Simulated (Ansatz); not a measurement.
C₃H₈N₂Si: nudged elastic band

The run: nudged elastic band of C₃H₈N₂Si. Method and program: RHF/def2-SVP (Ansatz 0.2.0).

It belongs to a series of runs on one base structure; here: band between the two ends.

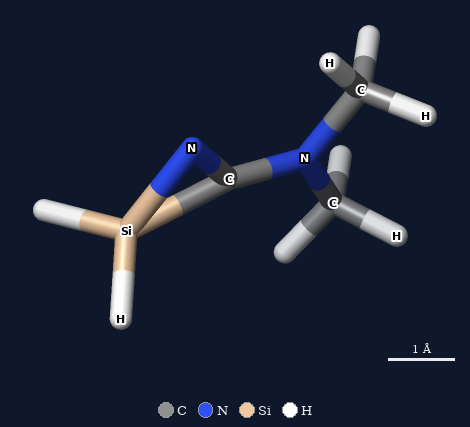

Figure 1. The input geometry (stick view, seen at a tilt). Bond lengths as drawn: C–H 1.09 Å, C–N 1.28 to 1.45 Å, C–Si 1.78 Å, H–Si 1.47 Å and N–Si 1.74 Å.

**Input**
```yaml
crystal:
  periodic: [false, false, false]
  atoms:
    - { symbol: C, position_ang: [-0.9385, -0.899469, 1.052785] }
    - { symbol: "N", position_ang: [0.159978, -0.397132, 0.269657] }
    - { symbol: C, position_ang: [1.434715, -1.070763, 0.375652] }
    - { symbol: C, position_ang: [0.022847, 0.659325, -0.541755] }
    - { symbol: "N", position_ang: [0.861048, 1.248691, -1.310366] }
    - { symbol: Si, position_ang: [-0.686436, 2.039754, -1.41886] }
    - { symbol: H, position_ang: [-1.824969, -0.297895, 0.868532] }
    - { symbol: H, position_ang: [-1.165651, -1.937548, 0.793827] }
    - { symbol: H, position_ang: [-0.711197, -0.861081, 2.121955] }
    - { symbol: H, position_ang: [2.153292, -0.570983, -0.266633] }
    - { symbol: H, position_ang: [1.34969, -2.116225, 0.066465] }
    - { symbol: H, position_ang: [1.802295, -1.047329, 1.405159] }
    - { symbol: H, position_ang: [-0.92213, 3.348711, -0.785568] }
    - { symbol: H, position_ang: [-1.547983, 1.872944, -2.602049] }
basis:
  gaussian: { orbitals: def2-SVP }
hamiltonian:
  xc: hf
neb:
  order_check: false
  images: 5
  f_tol: 0.03
  max_iterations: 60
  initial_path: idpp
  optimiser: fire
  climbing: immediate
  final_atoms:
    - { symbol: C, position_ang: [-0.93780692, -0.89865992, 1.05405927] }
    - { symbol: "N", position_ang: [0.15487333, -0.4080917, 0.25572414] }
    - { symbol: C, position_ang: [1.40257978, -1.13757912, 0.28950719] }
    - { symbol: C, position_ang: [0.03178176, 0.67801694, -0.51789064] }
    - { symbol: "N", position_ang: [0.86590601, 1.25874375, -1.29732742] }
    - { symbol: Si, position_ang: [-0.65121635, 2.11307586, -1.32503411] }
    - { symbol: H, position_ang: [-1.22361756, -1.9112165, 0.75448898] }
    - { symbol: H, position_ang: [-0.67063123, -0.92404677, 2.11420938] }
    - { symbol: H, position_ang: [-1.80062828, -0.24844831, 0.93309355] }
    - { symbol: H, position_ang: [2.12197632, -0.63761309, -0.35164042] }
    - { symbol: H, position_ang: [1.26483741, -2.16304413, -0.06441901] }
    - { symbol: H, position_ang: [1.80102255, -1.17747337, 1.30674614] }
    - { symbol: H, position_ang: [-0.81117261, 3.40885832, -0.64294545] }
    - { symbol: H, position_ang: [-1.56090521, 2.01847804, -2.47977061] }
```

Run on 2 threads of Arm Neoverse V1, 24 GiB of memory available, shared host.

Run as:
```bash
ansatz run input.yaml --threads 2 --pin off --max-ram 3072MiB --backend cpu --events-out ev --progress --plain --runs-dir out
```

**Output**
```
Engine: ansatz 0.2.0, aarch64-unknown-linux-gnu
Functional definition: HF
  exchange = exact_x
  correlation = 0
1437 factors; integrals over basis functions are off by at most 3.2e-4 eV
mean field evaluation 1: about -14030.5847 eV, gradient 3.8e1 eV
mean field evaluation 2: about -14030.7805 eV, gradient 3.8e1 eV
mean field evaluation 4: about -14034.7935 eV, gradient 5.5e0 eV
mean field evaluation 8: about -14034.8952 eV, gradient 3.9e-1 eV
mean field -14034.89694021 eV, -515.7729493577 hartree, gradient 1.5e-5 eV, S^2 0.000000; 0 other end points of the search recorded, 0 dependent functions left out
the calculation of the forces begins
reference -14034.89694021 eV, -515.7729493577 hartree; 27, 27 occupied and 101, 101 virtual orbitals, 1437 factors
1437 factors; integrals over basis functions are off by at most 5.9e-4 eV
mean field evaluation 16: about -14033.5380 eV, gradient 2.4e1 eV
mean field -14034.89691648 eV, -515.7729484858 hartree, gradient 1.5e-5 eV, S^2 0.000000; 0 other end points of the search recorded, 0 dependent functions left out
[... from here on the field's lines of each further geometry are left out, up to the last ...]
NEB iter   1: max|band force component| = 9.856e-1 eV/Å  barrier→ = 0.1637 eV  barrier← = 0.1637 eV  CI = image 3  Δτ_max = 0.0157 Å  (265 SCF iters)
NEB iter   2: max|band force component| = 6.232e-1 eV/Å  barrier→ = 0.1313 eV  barrier← = 0.1312 eV  CI = image 3  Δτ_max = 0.0258 Å  (182 SCF iters)
NEB iter   3: max|band force component| = 9.243e-1 eV/Å  barrier→ = 0.1120 eV  barrier← = 0.1120 eV  CI = image 3  Δτ_max = 0.0323 Å  (185 SCF iters)
NEB iter   4: max|band force component| = 5.823e-1 eV/Å  barrier→ = 0.0831 eV  barrier← = 0.0831 eV  CI = image 3  Δτ_max = 0.0350 Å  (185 SCF iters)
NEB iter   5: max|band force component| = 6.230e-1 eV/Å  barrier→ = 0.0811 eV  barrier← = 0.0811 eV  CI = image 3  Δτ_max = 0.0025 Å  (185 SCF iters)
NEB iter   6: max|band force component| = 3.892e-1 eV/Å  barrier→ = 0.0758 eV  barrier← = 0.0758 eV  CI = image 3  Δτ_max = 0.0040 Å  (150 SCF iters)
NEB iter   7: max|band force component| = 1.755e-1 eV/Å  barrier→ = 0.0714 eV  barrier← = 0.0713 eV  CI = image 3  Δτ_max = 0.0037 Å  (151 SCF iters)
NEB iter   8: max|band force component| = 3.971e-1 eV/Å  barrier→ = 0.0717 eV  barrier← = 0.0717 eV  CI = image 3  Δτ_max = 0.0004 Å  (149 SCF iters)
NEB iter   9: max|band force component| = 3.620e-1 eV/Å  barrier→ = 0.0713 eV  barrier← = 0.0712 eV  CI = image 3  Δτ_max = 0.0008 Å  (130 SCF iters)
NEB iter  10: max|band force component| = 2.950e-1 eV/Å  barrier→ = 0.0706 eV  barrier← = 0.0705 eV  CI = image 3  Δτ_max = 0.0011 Å  (139 SCF iters)
NEB iter  11: max|band force component| = 2.023e-1 eV/Å  barrier→ = 0.0698 eV  barrier← = 0.0698 eV  CI = image 3  Δτ_max = 0.0013 Å  (144 SCF iters)
NEB iter  12: max|band force component| = 1.121e-1 eV/Å  barrier→ = 0.0692 eV  barrier← = 0.0692 eV  CI = image 3  Δτ_max = 0.0013 Å  (146 SCF iters)
NEB iter  13: max|band force component| = 1.025e-1 eV/Å  barrier→ = 0.0689 eV  barrier← = 0.0689 eV  CI = image 3  Δτ_max = 0.0011 Å  (144 SCF iters)
NEB iter  14: max|band force component| = 1.399e-1 eV/Å  barrier→ = 0.0689 eV  barrier← = 0.0688 eV  CI = image 3  Δτ_max = 0.0001 Å  (143 SCF iters)
NEB iter  15: max|band force component| = 1.266e-1 eV/Å  barrier→ = 0.0688 eV  barrier← = 0.0688 eV  CI = image 3  Δτ_max = 0.0003 Å  (118 SCF iters)
NEB iter  16: max|band force component| = 1.028e-1 eV/Å  barrier→ = 0.0687 eV  barrier← = 0.0686 eV  CI = image 3  Δτ_max = 0.0004 Å  (131 SCF iters)
NEB iter  17: max|band force component| = 8.574e-2 eV/Å  barrier→ = 0.0685 eV  barrier← = 0.0685 eV  CI = image 3  Δτ_max = 0.0005 Å  (135 SCF iters)
NEB iter  18: max|band force component| = 6.534e-2 eV/Å  barrier→ = 0.0684 eV  barrier← = 0.0683 eV  CI = image 3  Δτ_max = 0.0005 Å  (138 SCF iters)
NEB iter  19: max|band force component| = 5.949e-2 eV/Å  barrier→ = 0.0682 eV  barrier← = 0.0682 eV  CI = image 3  Δτ_max = 0.0005 Å  (137 SCF iters)
NEB iter  20: max|band force component| = 6.777e-2 eV/Å  barrier→ = 0.0681 eV  barrier← = 0.0681 eV  CI = image 3  Δτ_max = 0.0005 Å  (129 SCF iters)
NEB iter  21: max|band force component| = 7.218e-2 eV/Å  barrier→ = 0.0680 eV  barrier← = 0.0680 eV  CI = image 3  Δτ_max = 0.0006 Å  (125 SCF iters)
NEB iter  22: max|band force component| = 7.074e-2 eV/Å  barrier→ = 0.0679 eV  barrier← = 0.0678 eV  CI = image 3  Δτ_max = 0.0008 Å  (134 SCF iters)
NEB iter  23: max|band force component| = 5.870e-2 eV/Å  barrier→ = 0.0677 eV  barrier← = 0.0676 eV  CI = image 3  Δτ_max = 0.0009 Å  (139 SCF iters)
NEB iter  24: max|band force component| = 3.904e-2 eV/Å  barrier→ = 0.0675 eV  barrier← = 0.0674 eV  CI = image 3  Δτ_max = 0.0010 Å  (138 SCF iters)
NEB iter  25: max|band force component| = 4.763e-2 eV/Å  barrier→ = 0.0673 eV  barrier← = 0.0673 eV  CI = image 3  Δτ_max = 0.0011 Å  (139 SCF iters)
NEB iter  26: max|band force component| = 6.223e-2 eV/Å  barrier→ = 0.0672 eV  barrier← = 0.0672 eV  CI = image 3  Δτ_max = 0.0013 Å  (139 SCF iters)
NEB iter  27: max|band force component| = 7.021e-2 eV/Å  barrier→ = 0.0671 eV  barrier← = 0.0670 eV  CI = image 3  Δτ_max = 0.0015 Å  (139 SCF iters)
NEB iter  28: max|band force component| = 6.508e-2 eV/Å  barrier→ = 0.0669 eV  barrier← = 0.0669 eV  CI = image 3  Δτ_max = 0.0018 Å  (134 SCF iters)
NEB iter  29: max|band force component| = 4.785e-2 eV/Å  barrier→ = 0.0667 eV  barrier← = 0.0667 eV  CI = image 3  Δτ_max = 0.0021 Å  (140 SCF iters)
NEB iter  30: max|band force component| = 6.025e-2 eV/Å  barrier→ = 0.0666 eV  barrier← = 0.0666 eV  CI = image 3  Δτ_max = 0.0023 Å  (139 SCF iters)
NEB iter  31: max|band force component| = 3.991e-2 eV/Å  barrier→ = 0.0664 eV  barrier← = 0.0664 eV  CI = image 3  Δτ_max = 0.0025 Å  (138 SCF iters)
NEB iter  32: max|band force component| = 4.762e-2 eV/Å  barrier→ = 0.0663 eV  barrier← = 0.0663 eV  CI = image 3  Δτ_max = 0.0005 Å  (142 SCF iters)
the calculation of the forces begins
reference -14034.88362099 eV, -515.7724598857 hartree; 27, 27 occupied and 101, 101 virtual orbitals, 1437 factors
1437 factors; integrals over basis functions are off by at most 4.6e-4 eV
mean field -14034.83068610 eV, -515.7705145642 hartree, gradient 2.5e-5 eV, S^2 0.000000; 1 other end points of the search recorded, 0 dependent functions left out
the calculation of the forces begins
reference -14034.83068610 eV, -515.7705145642 hartree; 27, 27 occupied and 101, 101 virtual orbitals, 1437 factors
NEB iter  33: max|band force component| = 2.656e-2 eV/Å  barrier→ = 0.0663 eV  barrier← = 0.0662 eV  CI = image 3  Δτ_max = 0.0000 Å  (329 SCF iters)
```

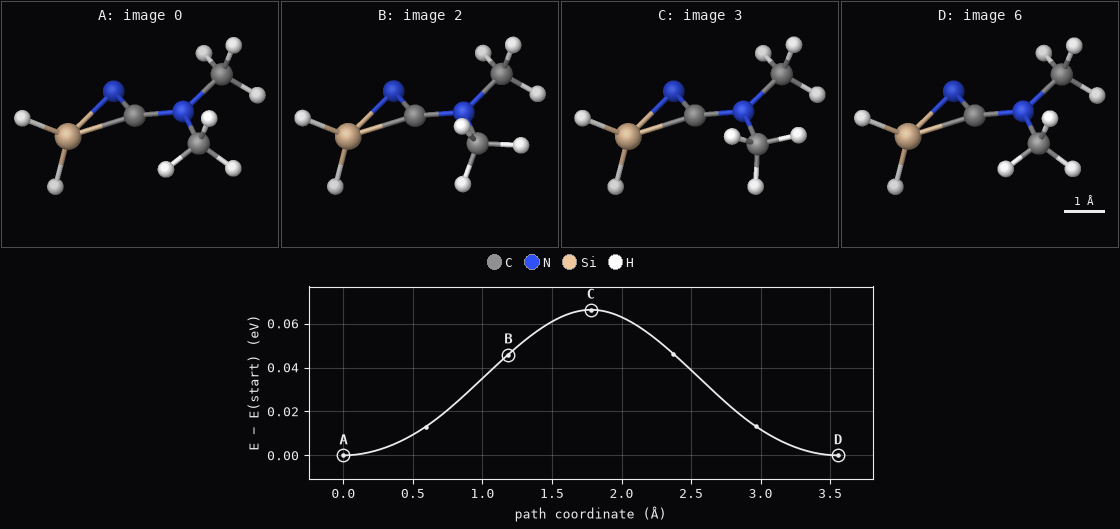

Figure 2. Images of the last band (counted from 0; ball-and-stick, seen at a tilt) above the energy along the path; the line is a cubic interpolation that uses the forces. The highest image is number 3, 0.066 eV above the start and 0.066 eV above the end (the climbing image); start and end have the same energy. The path is 3.56 Å long. The band converged in 33 iterations.

```
Total energy: -14034.83068610 eV, -515.7705145642 hartree
Atom 0 at    -0.991118    -0.934444     0.971245 Å, force     0.004318     0.004271    -0.004484 eV/Å
Atom 1 at     0.131449    -0.461922     0.191901 Å, force     0.002254    -0.001237    -0.001967 eV/Å
Atom 2 at     1.320952    -1.278671     0.068705 Å, force    -0.005966     0.007295    -0.001059 eV/Å
Atom 3 at     0.075200     0.725823    -0.424315 Å, force    -0.001982     0.007859    -0.004671 eV/Å
Atom 4 at     0.925286     1.341408    -1.158943 Å, force    -0.009552    -0.009957     0.010729 eV/Å
Atom 5 at    -0.516039     2.306435    -1.000701 Å, force     0.000478    -0.006867     0.003734 eV/Å
Atom 6 at    -1.893875    -1.034263     0.364819 Å, force     0.011153     0.001448    -0.005186 eV/Å
Atom 7 at    -0.751880    -1.915674     1.377046 Å, force    -0.001217     0.007447    -0.003374 eV/Å
Atom 8 at    -1.213025    -0.270535     1.809610 Å, force     0.011755     0.001052    -0.006433 eV/Å
Atom 9 at     2.041071    -0.743753    -0.542482 Å, force     0.020682    -0.025186     0.003114 eV/Å
Atom 10 at     1.096654    -2.236056    -0.408997 Å, force    -0.007022     0.008798     0.007317 eV/Å
Atom 11 at     1.767293    -1.476720     1.046596 Å, force    -0.012108     0.004714    -0.004096 eV/Å
Atom 12 at    -0.537244     3.507952    -0.148560 Å, force    -0.009539    -0.002983    -0.001913 eV/Å
Atom 13 at    -1.467726     2.441420    -2.117123 Å, force    -0.003254     0.003346     0.008289 eV/Å
Dipole moment:    -0.416233    -0.259721     0.335273 e Å
this run last wrote the band of iteration 33 to [file]
```

**The last band as extended XYZ (Å, eV, eV/Å)**
```
14
Properties=species:S:1:pos:R:3:forces:R:3 image=0 energy=-14034.89694
C    -0.9385   -0.8995    1.0528    0.0058   0.0009  -0.0022
N     0.1600   -0.3971    0.2697   -0.0027  -0.0003   0.0027
C     1.4347   -1.0708    0.3757    0.0012  -0.0019  -0.0011
C     0.0228    0.6593   -0.5418   -0.0030   0.0041  -0.0065
N     0.8610    1.2487   -1.3104    0.0025  -0.0019   0.0050
Si   -0.6864    2.0398   -1.4189    0.0029  -0.0025  -0.0008
H    -1.8250   -0.2979    0.8685   -0.0017   0.0010   0.0000
H    -1.1657   -1.9375    0.7938   -0.0009  -0.0010   0.0000
H    -0.7112   -0.8611    2.1220    0.0003  -0.0004   0.0005
H     2.1533   -0.5710   -0.2666   -0.0019  -0.0018   0.0019
H     1.3497   -2.1162    0.0665    0.0004   0.0048   0.0019
H     1.8023   -1.0473    1.4052   -0.0013   0.0005  -0.0039
H    -0.9221    3.3487   -0.7856   -0.0002  -0.0009   0.0007
H    -1.5480    1.8729   -2.6020   -0.0014  -0.0006   0.0019
14
Properties=species:S:1:pos:R:3:forces:R:3 image=1 energy=-14034.88386
C    -0.9525   -0.9117    1.0311    0.0004   0.0031  -0.0046
N     0.1380   -0.4424    0.2147   -0.0056  -0.0099  -0.0150
C     1.3987   -1.1486    0.2749   -0.0041   0.0022   0.0007
C     0.0338    0.6774   -0.5128   -0.0065  -0.0053  -0.0194
N     0.8823    1.2827   -1.2574   -0.0023  -0.0024   0.0069
Si   -0.6335    2.1394   -1.2844    0.0021  -0.0014  -0.0018
H    -1.8921   -0.5079    0.6611   -0.0029   0.0225   0.0166
H    -1.0097   -2.0007    0.9865   -0.0127   0.0025  -0.0143
H    -0.8406   -0.6220    2.0811    0.0264  -0.0168   0.0005
H     2.1185   -0.6324   -0.3528    0.0139  -0.0085   0.0134
H     1.2853   -2.1737   -0.0871    0.0028  -0.0019   0.0148
H     1.7815   -1.1864    1.2986   -0.0021   0.0150  -0.0020
H    -0.7969    3.4168   -0.5694   -0.0117  -0.0054   0.0068
H    -1.5257    2.0804   -2.4551    0.0024   0.0064  -0.0025
14
Properties=species:S:1:pos:R:3:forces:R:3 image=2 energy=-14034.85103
C    -0.9722   -0.9205    1.0033    0.0029   0.0041  -0.0055
N     0.1280   -0.4635    0.1873   -0.0063  -0.0115  -0.0188
C     1.3630   -1.2185    0.1718   -0.0056   0.0065   0.0009
C     0.0515    0.6988   -0.4742   -0.0094  -0.0043  -0.0242
N     0.9034    1.3133   -1.2074   -0.0062  -0.0066   0.0116
Si   -0.5778    2.2272   -1.1431    0.0006  -0.0057   0.0008
H    -1.9218   -0.7613    0.4936   -0.0013   0.0308   0.0102
H    -0.8650   -1.9895    1.1835   -0.0112  -0.0013  -0.0220
H    -1.0137   -0.4174    1.9743    0.0349  -0.0166   0.0081
H     2.0823   -0.6895   -0.4455    0.0219  -0.0168   0.0142
H     1.2047   -2.2150   -0.2485   -0.0005   0.0017   0.0200
H     1.7744   -1.3303    1.1786   -0.0072   0.0188  -0.0015
H    -0.6697    3.4677   -0.3540   -0.0144  -0.0072   0.0051
H    -1.5000    2.2696   -2.2911    0.0018   0.0080   0.0011
14
Properties=species:S:1:pos:R:3:forces:R:3 image=3 energy=-14034.83069
C    -0.9911   -0.9344    0.9712    0.0043   0.0043  -0.0045
N     0.1314   -0.4619    0.1919    0.0023  -0.0012  -0.0020
C     1.3210   -1.2787    0.0687   -0.0060   0.0073  -0.0011
C     0.0752    0.7258   -0.4243   -0.0020   0.0079  -0.0047
N     0.9253    1.3414   -1.1589   -0.0096  -0.0100   0.0107
Si   -0.5160    2.3064   -1.0007    0.0005  -0.0069   0.0037
H    -1.8939   -1.0343    0.3648    0.0112   0.0014  -0.0052
H    -0.7519   -1.9157    1.3770   -0.0012   0.0074  -0.0034
H    -1.2130   -0.2705    1.8096    0.0118   0.0011  -0.0064
H     2.0411   -0.7438   -0.5425    0.0207  -0.0252   0.0031
H     1.0967   -2.2361   -0.4090   -0.0070   0.0088   0.0073
H     1.7673   -1.4767    1.0466   -0.0121   0.0047  -0.0041
H    -0.5372    3.5080   -0.1486   -0.0095  -0.0030  -0.0019
H    -1.4677    2.4414   -2.1171   -0.0033   0.0033   0.0083
14
Properties=species:S:1:pos:R:3:forces:R:3 image=4 energy=-14034.85059
C    -1.0022   -0.9551    0.9390    0.0041   0.0055  -0.0032
N     0.1333   -0.4589    0.1974    0.0104   0.0076   0.0164
C     1.2669   -1.3290   -0.0340   -0.0067   0.0053  -0.0015
C     0.0985    0.7523   -0.3739    0.0093   0.0171   0.0155
N     0.9486    1.3662   -1.1096   -0.0089  -0.0099   0.0059
Si   -0.4456    2.3795   -0.8592    0.0019  -0.0044   0.0039
H    -1.8078   -1.3089    0.2885    0.0243  -0.0278  -0.0122
H    -0.6849   -1.7888    1.5641    0.0066   0.0187   0.0152
H    -1.4038   -0.1814    1.5926   -0.0167   0.0128  -0.0246
H     1.9932   -0.7944   -0.6382    0.0120  -0.0284  -0.0073
H     0.9708   -2.2405   -0.5605   -0.0100   0.0143  -0.0066
H     1.7366   -1.6138    0.9108   -0.0133  -0.0111  -0.0075
H    -0.3952    3.5369    0.0508   -0.0031   0.0032  -0.0063
H    -1.4214    2.6070   -1.9391   -0.0098  -0.0028   0.0123
14
Properties=species:S:1:pos:R:3:forces:R:3 image=5 energy=-14034.88362
C    -1.0081   -0.9765    0.9114    0.0022   0.0051  -0.0012
N     0.1175   -0.4688    0.1688    0.0082   0.0060   0.0145
C     1.2050   -1.3710   -0.1394   -0.0042   0.0023   0.0007
C     0.1171    0.7726   -0.3349    0.0092   0.0126   0.0137
N     0.9743    1.3904   -1.0589   -0.0049  -0.0057   0.0016
Si   -0.3684    2.4450   -0.7161    0.0031  -0.0005   0.0007
H    -1.6846   -1.5708    0.2881    0.0237  -0.0199  -0.0045
H    -0.6592   -1.6103    1.7284   -0.0005   0.0162   0.0108
H    -1.5716   -0.1510    1.3403   -0.0196   0.0035  -0.0199
H     1.9431   -0.8387   -0.7313    0.0040  -0.0200  -0.0080
H     0.8528   -2.2376   -0.7061   -0.0052   0.0109  -0.0073
H     1.6792   -1.7302    0.7775   -0.0065  -0.0113  -0.0053
H    -0.2484    3.5462    0.2549    0.0004   0.0047  -0.0047
H    -1.3616    2.7717   -1.7537   -0.0099  -0.0041   0.0089
14
Properties=species:S:1:pos:R:3:forces:R:3 image=6 energy=-14034.89692
C    -0.9668   -0.9459    0.9842   -0.0023   0.0012  -0.0028
N     0.1255   -0.4531    0.1867    0.0034  -0.0037   0.0004
C     1.2905   -1.2955    0.0348   -0.0007   0.0014  -0.0010
C     0.0737    0.7389   -0.4215   -0.0045   0.0004   0.0014
N     0.9197    1.3425   -1.1702    0.0033   0.0001  -0.0018
Si   -0.4996    2.3327   -0.9767    0.0003  -0.0001   0.0014
H    -1.3724   -1.8736    0.5700    0.0003   0.0011   0.0008
H    -0.6459   -1.1473    2.0101    0.0010   0.0005   0.0012
H    -1.7626   -0.2058    1.0127    0.0002  -0.0013   0.0001
H     2.0217   -0.7802   -0.5803   -0.0011  -0.0018   0.0001
H     1.0276   -2.2423   -0.4451    0.0006   0.0015   0.0008
H     1.7379   -1.5176    1.0073   -0.0001   0.0007  -0.0005
H    -0.4862    3.5275   -0.1152   -0.0006   0.0001   0.0003
H    -1.4762    2.4906   -2.0681    0.0003   0.0000  -0.0005
```

**Key numbers**

| quantity | value |
| --- | --- |
| outcome | converged |
| barrier, forward | 0.066 eV |
| barrier, backward | 0.066 eV |
| wall time | 6 min (CPU time 12 min) |
| peak memory | 0.3 GiB |

The order of the saddle point was not checked.
